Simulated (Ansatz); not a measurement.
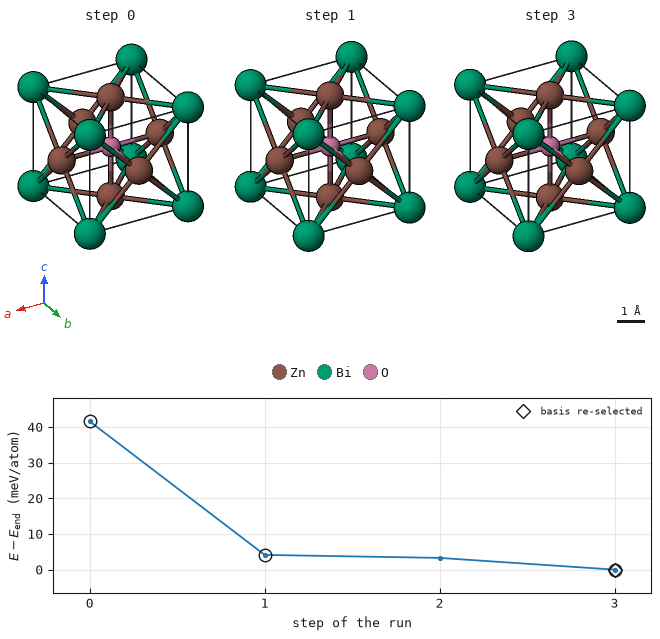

Frames of a relaxation of a crystal of Zn$_{3}$BiO (a generated structure, set up in Pm-3m) (coarse preliminary run), marked on the history of the run. Style: ball-and-stick. Shown: the cell of the calculation, from a free direction.

Theory: DFT PBE, scalar-relativistic, plane waves, PAW in Ansatz. Settings: plane-wave cutoff 420 eV; k-point mesh 4 × 4 × 4; occupations gaussian; smearing width 0.1 eV; no spin polarisation; cell and atoms relaxed; force threshold 0.04 eV/Å; at most 70 steps.

Describe the path.

Answer. The atoms keep their places relative to the cell (all moves are under 0.005 Å). Cell: a = b = c 4.285 → 4.425 Å (+3.3 %). Volume +10.2 %. Among the contacts that change: Bi–Zn 3.030 → 3.129 Å, O–Zn 2.142 → 2.213 Å. The space group stays Pm-3m (No. 221). After 2 accepted moves (3 points after the start) the energy has fallen by 41.6 meV per atom. All forces vanish by symmetry, so only the cell relaxes. The pressure goes from 8.74 to 0.37 GPa. At 1 point the geometry stayed and the basis and grid were re-selected for the new cell (energy shift of 3.3 meV per atom at most each time). The run took 37 s on 1 thread of Intel(R) Xeon(R) Processor @ 2.50GHz (Skylake/Cascade Lake), on a shared host, peak memory 0.39 GiB. From step 0 to 1: volume +8.5 %, energy −37.4 meV per atom. From step 1 to 3: volume +1.5 %, energy −4.1 meV per atom.

| step | E − E(0), meV/atom | pressure, GPa | volume, Å³/atom | note |
| --- | --- | --- | --- | --- |
| 0 | 0.00 | 8.74 | 15.730 |  |
| 1 | -37.43 | 1.33 | 17.066 |  |
| 2 | -38.27 | 0.19 | 17.329 |  |
| 3 | -41.56 | 0.37 | 17.329 | same geometry, new basis |
